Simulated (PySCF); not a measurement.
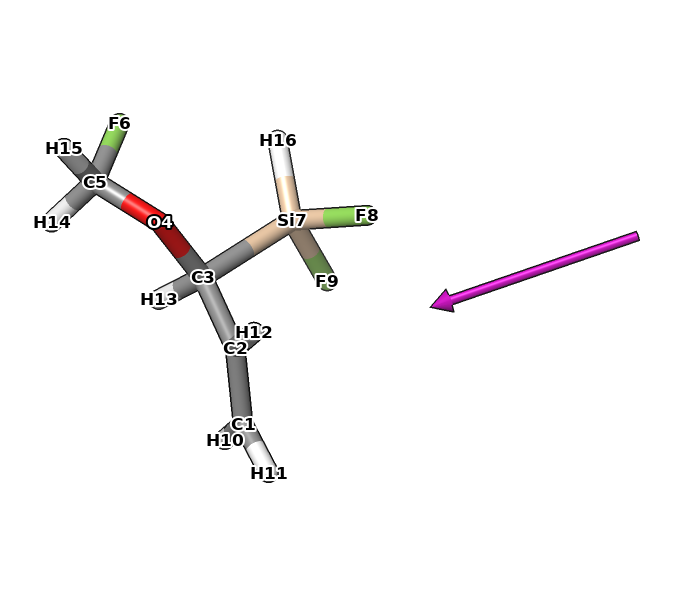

The arrow beside the molecule shows the direction of the dipole moment, from the negative to the positive end (its length means nothing). The geometry was computed by an optimisation with GFN2-xTB. No frequency run is at hand to confirm it as a minimum. Method: PBE0/pcSseg-1, gas phase (PySCF 2.14.0).

Q: How large is the dipole moment?

A: 2.82 D; it points from the side of F8 to the side of H14 (the outermost atoms at the two ends).

The geometry is semi-empirical. Around Si such bond lengths and angles can be off by a tenth of an ångström or more and by several degrees, and values that hang on the shape move with them.
